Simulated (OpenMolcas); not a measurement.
Multiconfigurational calculation for Ni²⁺ complex

- system: Ni²⁺ with 4 ligands (O; square, 1.98 Å), neutralised by 4 outer point charges of +1.5 e, whose field is part of the energies.
- method: state-averaged SS-CASPT2, IPEA shift 0.25, imaginary shift 0.1 hartree, closed shells 3s 3p of the metal and the valence shells of the ligands correlated, active space 8 electrons in the shell 3d, basis ANO-RCC-VDZP on the metal and ANO-RCC-VDZP on the ligands, DKH2 scalar Hamiltonian, spin-orbit coupling by RASSI with atomic mean-field integrals (OpenMolcas)

### Key numbers

| quantity | value |
| --- | --- |
| outcome | converged |
| energy of the lowest spin-free term | −1822.24382 hartree |
| energy of the lowest spin-orbit level | −1822.24746 hartree |
| CASPT2 correlation energy | −1.4355 hartree |
| largest spread among components of a term | 0.0 cm⁻¹ |
| lowest reference weight | 0.678 |
| hardware | 1 thread of Arm Neoverse V2, 24 GiB of memory available, shared host |
| wall time | 18 s |
| peak memory | 0.18 GiB |

### Remarks

To bear in mind: bare point charges leave oxide and sulfide ligands too diffuse, field too small; with a single d shell and no ligand orbitals active, the ligand field and the g values of a late 3d ion can be well off; distances are set from ionic radii, not optimised.

### Input
```
&GATEWAY
Coord
5

Ni 0.0 0.0 0.0
O 1.980000 0.000000 0.000000
O 0.000000 1.980000 0.000000
O -1.980000 0.000000 0.000000
O 0.000000 -1.980000 0.000000
Basis=Ni.ANO-RCC-VDZP,O.ANO-RCC-VDZP
Group=XYZ
NoMove
AngMom=0.0 0.0 0.0
AMFI
RICD
XField
2 Angstrom 0
4.380000 0.000000 0.000000 1.500000
0.000000 4.380000 0.000000 1.500000
&SEWARD
&RASSCF
FileOrb=start.orb
Symmetry=1
Spin=3
nActEl=8 0 0
Inactive=13 16
Ras2=5 0
CIRoot=10 10 1
SDav=10
CIMx=300
Iter=150 100
PrWF=0.3
OrbListing=Nothing
MaxOrb=0
LevShft=1.0
>>> COPY $Project.JobIph JOB001
&RASSCF
FileOrb=start.orb
Symmetry=1
Spin=1
nActEl=8 0 0
Inactive=13 16
Ras2=5 0
CIRoot=15 15 1
SDav=15
CIMx=300
Iter=150 100
PrWF=0.3
OrbListing=Nothing
MaxOrb=0
LevShft=1.0
>>> COPY $Project.JobIph JOB002
&RASSI
NrOfJobIphs=2 10 15
1 2 3 4 5 6 7 8 9 10
1 2 3 4 5 6 7 8 9 10 11 12 13 14 15
IphNames
JOB001
JOB002
EJob
SpinOrbit
DIPRint=1.0
SOCoupling=1000.0
Subsets=2
Property=9
'ANGMOM' 1 'ANGMOM' 2 'ANGMOM' 3 'MLTPL  1' 1 'MLTPL  1' 2 'MLTPL  1' 3
'AMFI' 1 'AMFI' 2 'AMFI' 3
SOProperty=3
'ANGMOM' 1 'ANGMOM' 2 'ANGMOM' 3
>>> COPY JOB001 $Project.JobIph
&CASPT2
Multistate=10 1 2 3 4 5 6 7 8 9 10
NoMult
Frozen=4 5
IPEA=0.25
Imaginary=0.1
MaxIter=60
WThr=0.0 0.3 0.05
PrWF=0.5
NoMix
>>> COPY JOB002 $Project.JobIph
&CASPT2
Multistate=15 1 2 3 4 5 6 7 8 9 10 11 12 13 14 15
NoMult
Frozen=4 5
IPEA=0.25
Imaginary=0.1
MaxIter=60
WThr=0.0 0.3 0.05
PrWF=0.5
NoMix
```

The file start.orb holds starting orbitals from an earlier step. A driver script formed the levels outside the program, from RASSI's spin-orbit matrix and the CASPT2 energies (for multi-state variants, the effective Hamiltonian), averaged over the components of each term or state. The log and the time are those of the CASPT2 step.

Run as:
```bash
OMP_NUM_THREADS=1 MOLCAS_MEM=2457 MOLCAS_PROJECT=a pymolcas a.inp > a.log  # once for each step of the input, in one work folder
```

### Output (extracts)
```
--- CASPT2 ---
Orbital specifications:
      -----------------------

      Symmetry species                           1   2
                                                ag  au
      Frozen orbitals                            4   5
      Inactive orbitals                          9  11
      Active orbitals                            5   0
      Secondary orbitals                        25  31
      Deleted orbitals                           0   0
      Number of basis functions                 43  47
Type of calculation                        SS-CASPT2
      Fock operator                              state-specific
      IPEA shift                                 0.25
      Real shift                                 0.00
      Imaginary shift                            0.10
      The input orbitals will be transformed to quasi-canonical
Reference energy:       -1820.8083288490
      E2 (Non-variational):      -1.4339412715
      Shift correction:          -0.0015528633
      E2 (Variational):          -1.4354941348
      Total energy:           -1822.2438229838
      Residual norm:              0.0000003426
      Reference weight:           0.71204
      Contributions to the CASPT2 correlation energy
      Active & Virtual Only:         -0.2350556133
      One Inactive Excited:          -0.2347077607
      Two Inactive Excited:          -0.9641778975
Reference energy:       -1820.8083288490
      E2 (Non-variational):      -1.4339412737
      Shift correction:          -0.0015528633
      E2 (Variational):          -1.4354941370
      Total energy:           -1822.2438229860
      Residual norm:              0.0000003426
      Reference weight:           0.71204
      Contributions to the CASPT2 correlation energy
      Active & Virtual Only:         -0.2350556152
      One Inactive Excited:          -0.2347077612
      Two Inactive Excited:          -0.9641778973
::    CASPT2 Root  1     Total energy:  -1822.24382298
::    CASPT2 Root  2     Total energy:  -1822.24382299
::    CASPT2 Root  3     Total energy:  -1822.23031817
::    CASPT2 Root  4     Total energy:  -1822.23284341
::    CASPT2 Root  5     Total energy:  -1822.20534216
::    CASPT2 Root  6     Total energy:  -1822.20534216
::    CASPT2 Root  7     Total energy:  -1822.18969799
::    CASPT2 Root  8     Total energy:  -1822.16292100
::    CASPT2 Root  9     Total energy:  -1822.11379271
::    CASPT2 Root 10     Total energy:  -1822.11379270
--- CASPT2 ---
Orbital specifications:
      -----------------------

      Symmetry species                           1   2
                                                ag  au
      Frozen orbitals                            4   5
      Inactive orbitals                          9  11
      Active orbitals                            5   0
      Secondary orbitals                        25  31
      Deleted orbitals                           0   0
      Number of basis functions                 43  47
Type of calculation                        SS-CASPT2
      Fock operator                              state-specific
      IPEA shift                                 0.25
      Real shift                                 0.00
      Imaginary shift                            0.10
      The input orbitals will be transformed to quasi-canonical
Reference energy:       -1820.7609627427
      E2 (Non-variational):      -1.4531079057
      Shift correction:          -0.0015626207
      E2 (Variational):          -1.4546705264
      Total energy:           -1822.2156332691
      Residual norm:              0.0000001071
      Reference weight:           0.70974
      Contributions to the CASPT2 correlation energy
      Active & Virtual Only:         -0.2391350665
      One Inactive Excited:          -0.2420596384
      Two Inactive Excited:          -0.9719132008
Reference energy:       -1820.7310310672
      E2 (Non-variational):      -1.4533472235
      Shift correction:          -0.0016631193
      E2 (Variational):          -1.4550103429
      Total energy:           -1822.1860414101
      Residual norm:              0.0000004507
      Reference weight:           0.70793
      Contributions to the CASPT2 correlation energy
      Active & Virtual Only:         -0.2386248124
      One Inactive Excited:          -0.2449900593
      Two Inactive Excited:          -0.9697323518
::    CASPT2 Root  1     Total energy:  -1822.21563327
::    CASPT2 Root  2     Total energy:  -1822.18604141
::    CASPT2 Root  3     Total energy:  -1822.18604141
::    CASPT2 Root  4     Total energy:  -1822.17725749
::    CASPT2 Root  5     Total energy:  -1822.16955122
::    CASPT2 Root  6     Total energy:  -1822.13816163
::    CASPT2 Root  7     Total energy:  -1822.13771780
::    CASPT2 Root  8     Total energy:  -1822.12740253
::    CASPT2 Root  9     Total energy:  -1822.12740253
::    CASPT2 Root 10     Total energy:  -1822.10311281
::    CASPT2 Root 11     Total energy:  -1822.09671529
::    CASPT2 Root 12     Total energy:  -1822.07603630
::    CASPT2 Root 13     Total energy:  -1822.07603629
::    CASPT2 Root 14     Total energy:  -1822.06920123
::    CASPT2 Root 15     Total energy:  -1821.99227625
```

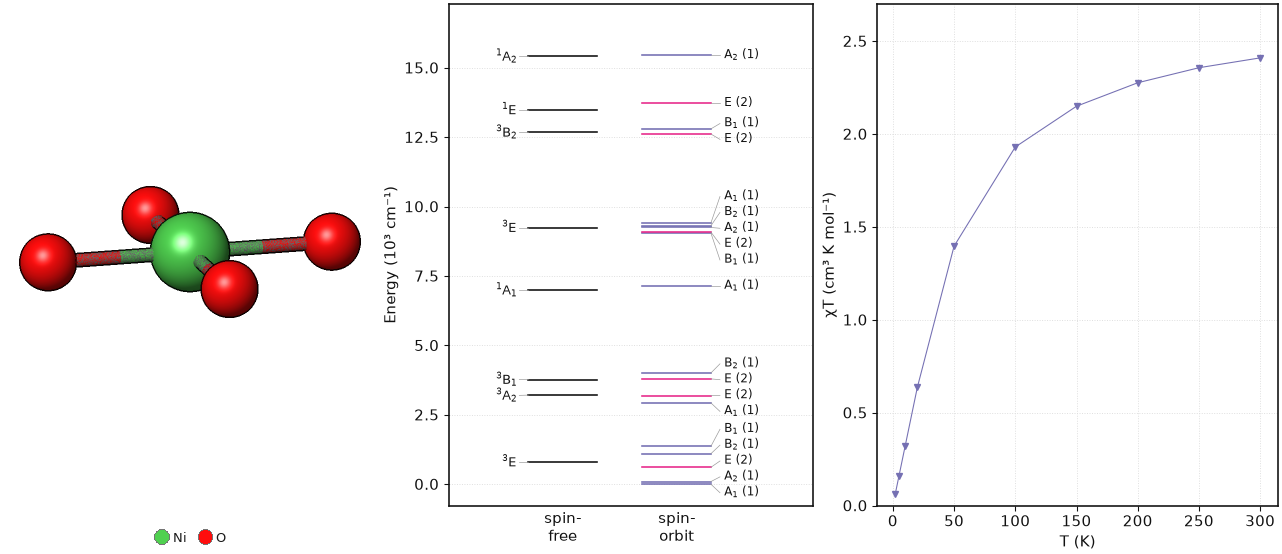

Ni²⁺ (3d⁸) with 4 ligands, O²⁻, at 1.98 Å (arrangement: square, D4h), neutralised by outer point charges of +1.5 e, and its levels and susceptibility. Labels give the representation in O, Td, D4 or D3 as the site allows (double group for half-integer spin) where it could be assigned and, in brackets, the degeneracy; spin-free states, where drawn, share the zero of the spin-orbit levels. Powder susceptibility by Van Vleck's formula. The ground level is A₁, non-degenerate, 100 % from states of spin multiplicity 3. The next level lies at 92 cm⁻¹ (A₂). The lowest spin-free state is ³E, from the free-ion F term; of the same spin there follow at 2,410 cm⁻¹ (³A₂), 2,960 cm⁻¹ (³B₁) and 8,450 cm⁻¹ (³E) above it. χT is 0.0638 cm³ K mol⁻¹ at 2 K and 2.41 at 300 K, an effective moment of 4.39 μB.
